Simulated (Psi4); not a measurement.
# Si3NH9 (trisilylamine): MP2/cc-pVTZ (density fitting with cc-pvqz-jkfit, density fitting for correlation, sweep point 5)

Aim: the vertical singlet–triplet gap of Si3NH9 (trisilylamine) at MP2/cc-pVTZ (density fitting with cc-pvqz-jkfit, density fitting for correlation, sweep point 5), from 2 runs. 

Program for the calculation: Psi4 1.11.

2 further runs of the same task are left out: 2 set aside as unsound or not needed. Runs told in other sessions of the task aren't counted.

## 1. The system as given

The species is Si3NH9 (13 atoms), meant as a singlet with charge 0. SMILES: `[SiH3]N([SiH3])[SiH3]`. The shape is that of a PBE0-D4/def2-TZVP optimisation.

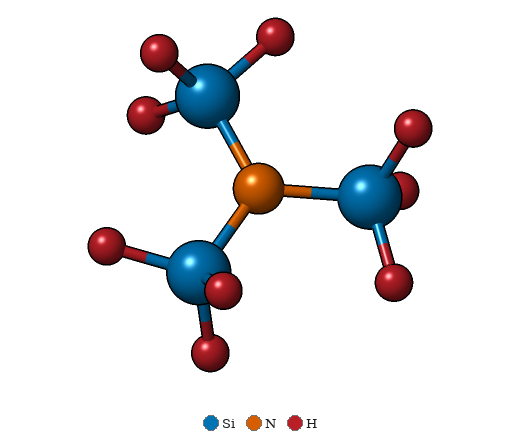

Viewed from a chosen angle; silicon blue, nitrogen orange, hydrogen red.

## 2. The energy at MP2/cc-pVTZ (density fitting with cc-pvqz-jkfit, density fitting for correlation, sweep point 5)

h9nsi3.inp

```
memory 1600 MB

molecule {
  0 1
  Si    -0.98161824     2.72258512    -1.54173306
  N     -0.00130391    -0.00017008     0.00066140
  Si     1.48317045     0.21176271     2.91694345
  Si    -0.50189236    -2.93457460    -1.37471906
  H     -2.16961346     1.92614115    -3.96220766
  H     -2.85868320     4.14930945    -0.01358713
  H      1.18268510     4.42859207    -2.08888436
  H      0.03811578    -1.14834877     4.90593689
  H      4.07825574    -0.86139386     2.82865545
  H      1.63038011     2.94013039     3.57951923
  H     -3.23857484    -3.42707502    -1.77689058
  H      0.53972468    -4.86625264     0.38257505
  H      0.79933525    -3.14070592    -3.85630741
  units bohr
  symmetry c1
}

set basis cc-pVTZ
set puream true
set scf_type df
set num_frozen_docc 16
set df_basis_scf cc-pvqz-jkfit

energy('mp2')
print_variables()
```

Launch:

```console
$ psi4 -i h9nsi3.inp -o h9nsi3.out -n 1
```

h9nsi3.out:

```text
[...]
  Running in c1 symmetry.
[...]
  Nuclear repulsion =  292.486262596805659
[...]
  Multiplicity = 1
[...]
  Nalpha       = 29
  Nbeta        = 29
[...]
    Number of basis functions: 258
[...]
   @DF-RHF iter   1:  -926.46515238497250   -4.85473e-01   1.94321e-03 ADIIS/DIIS
[...]
   @DF-RHF iter  10:  -926.61485253724982   -2.00089e-11   1.75224e-09 DIIS
[...]
    Orbital Energies [Eh]
    ---------------------
    Doubly Occupied:
       1A    -68.794332     2A    -68.794326     3A    -68.794319
       4A    -15.535153     5A     -6.140140     6A     -6.140132
       7A     -6.140127     8A     -4.246775     9A     -4.246769
      10A     -4.246763    11A     -4.246460    12A     -4.246423
      13A     -4.246416    14A     -4.246233    15A     -4.246224
      16A     -4.246218    17A     -1.132762    18A     -0.745504
      19A     -0.745496    20A     -0.672836    21A     -0.553507
      22A     -0.553499    23A     -0.546980    24A     -0.484332
      25A     -0.484303    26A     -0.477596    27A     -0.477584
      28A     -0.469052    29A     -0.397365
[...]
  @DF-RHF Final Energy:  -926.61485253724982
   => Energetics <=
    Nuclear Repulsion Energy =            292.4862625968056591
    One-Electron Energy =               -1865.6069795961557247
    Two-Electron Energy =                 646.5058644621001349
    Total Energy =                       -926.6148525372498170
[...]
 Multipole Moments:
 ------------------------------------------------------------------------------------
     Multipole            Electronic (a.u.)      Nuclear  (a.u.)        Total (a.u.)
 ------------------------------------------------------------------------------------
 L = 1.  Multiply by 2.5417464519 to convert [e a0] to [Debye]
 Dipole X            :         -0.0016578            0.0019030            0.0002451
 Dipole Y            :         -0.0006993            0.0005445           -0.0001548
 Dipole Z            :          0.0018147           -0.0015026            0.0003120
 Magnitude           :                                                    0.0004259
[...]
```

Wall time 8.4 s (1 thread of AMD EPYC 9R45 (Zen 5), shared host); peak memory 0.97 GiB.

## 3. The triplet

job.dat

```
memory 1.6 GB

molecule m {
  0 3
  Si    -0.98161824     2.72258512    -1.54173306
  N     -0.00130391    -0.00017008     0.00066140
  Si     1.48317045     0.21176271     2.91694345
  Si    -0.50189236    -2.93457460    -1.37471906
  H     -2.16961346     1.92614115    -3.96220766
  H     -2.85868320     4.14930945    -0.01358713
  H      1.18268510     4.42859207    -2.08888436
  H      0.03811578    -1.14834877     4.90593689
  H      4.07825574    -0.86139386     2.82865545
  H      1.63038011     2.94013039     3.57951923
  H     -3.23857484    -3.42707502    -1.77689058
  H      0.53972468    -4.86625264     0.38257505
  H      0.79933525    -3.14070592    -3.85630741
  units bohr
  symmetry c1
}

set globals {
  basis cc-pVTZ
  reference uhf
  puream true
  scf_type df
  num_frozen_docc 16
  df_basis_scf cc-pvqz-jkfit
  maxiter 100
}

E = energy('mp2')
```

Launch:

```console
$ psi4 -n 1 job.dat job.out
```

job.out:

```text
[...]
  Running in c1 symmetry.
[...]
  Nuclear repulsion =  292.486262596805659
[...]
  Multiplicity = 3
[...]
  Nalpha       = 30
  Nbeta        = 28
[...]
    Number of basis functions: 258
[...]
   @DF-UHF iter   1:  -926.19061190916750   -2.10933e-01   1.74394e-03 DIIS/ADIIS
[...]
   @DF-UHF iter  14:  -926.38431390686208   -1.18462e-10   6.14775e-09 DIIS
[...]
   @S^2 Observed:                2.013201489E+00
[...]
    Orbital Energies [Eh]
    ---------------------
    Alpha Occupied:
       1A    -68.808721     2A    -68.808715     3A    -68.808714
       4A    -15.671139     5A     -6.156733     6A     -6.156723
       7A     -6.156719     8A     -4.265045     9A     -4.264986
      10A     -4.264982    11A     -4.262424    12A     -4.262420
      13A     -4.262394    14A     -4.262277    15A     -4.262263
      16A     -4.262259    17A     -1.291946    18A     -0.802426
      19A     -0.802412    20A     -0.703601    21A     -0.681734
      22A     -0.613816    23A     -0.613805    24A     -0.500293
      25A     -0.500277    26A     -0.499943    27A     -0.499922
      28A     -0.476331    29A     -0.473545    30A     -0.102932
    Alpha Virtual:
[...]
  @DF-UHF Final Energy:  -926.38431390686208
   => Energetics <=
    Nuclear Repulsion Energy =            292.4862625968056591
    One-Electron Energy =               -1863.8300365317720662
    Two-Electron Energy =                 644.9594600281044450
    Total Energy =                       -926.3843139068620758
  UHF NO Occupations:
  HONO-2 :   28  A 1.9972841
  HONO-1 :   29  A 1.0000000
  HONO-0 :   30  A 1.0000000
  LUNO+0 :   31  A 0.0027159
  LUNO+1 :   32  A 0.0010792
[...]
 Multipole Moments:
 ------------------------------------------------------------------------------------
     Multipole            Electronic (a.u.)      Nuclear  (a.u.)        Total (a.u.)
 ------------------------------------------------------------------------------------
 L = 1.  Multiply by 2.5417464519 to convert [e a0] to [Debye]
 Dipole X            :         -0.0020164            0.0019030           -0.0001134
 Dipole Y            :         -0.0005961            0.0005445           -0.0000516
 Dipole Z            :          0.0014053           -0.0015026           -0.0000973
 Magnitude           :                                                    0.0001581
[...]
```

It took 15 s on 1 thread of AMD EPYC 9R45 (Zen 5), shared host; peak memory 0.97 GiB.

## 4. Results

At MP2/cc-pVTZ (density fitting with cc-pvqz-jkfit, density fitting for correlation, sweep point 5), 16 core orbitals frozen:

```
                                                           quantity          value
                                              singlet: total energy  -927.20961 Eh
                       singlet: HOMO energy (Hartree–Fock orbitals)      -10.81 eV
                       singlet: LUMO energy (Hartree–Fock orbitals)        3.01 eV
                     singlet: HOMO–LUMO gap (Hartree–Fock orbitals)       13.82 eV
              singlet: correlation energy (16 core orbitals frozen)     -594.8 mEh
                                              triplet: total energy  -926.96877 Eh
triplet: HOMO energy (Hartree–Fock orbitals) (highest over α and β)       -2.80 eV
 triplet: LUMO energy (Hartree–Fock orbitals) (lowest over α and β)       -1.30 eV
              triplet: correlation energy (16 core orbitals frozen)     -584.5 mEh
                         triplet: ⟨S²⟩ of the reference determinant          2.013
                   vertical energy of the triplet above the singlet       6.554 eV
```

In words: At this shape the triplet lies 6.55 eV (151 kcal/mol) above the singlet.
